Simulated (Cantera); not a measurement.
A closed system holds: 1 mol CH2F2, 0.99 mol CH4, equilibrated at 0.210 bar.

Method: chemical equilibrium by Gibbs-energy minimisation in Cantera with the NASA 1993 tables (ideal gas, pure condensed phases). Candidate condensed phases: C, C6H6, C7H8, C8H18; 95 gas species. The numbers say what is thermodynamically allowed, not how fast it happens.

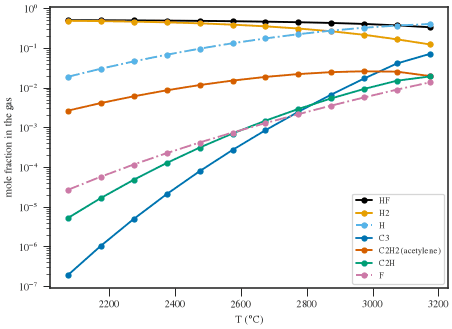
*Equilibrium gas composition (values under 1e-9 drawn at 1e-9)*

### Question
Read off the mole fractions at 2375 °C.

### Answer
HF about 0.49, H2 about 0.44, H about 0.067, C2H2 (acetylene) about 0.0085, F about 0.00022, C2H about 0.00013, C3 about 2.1e-5.
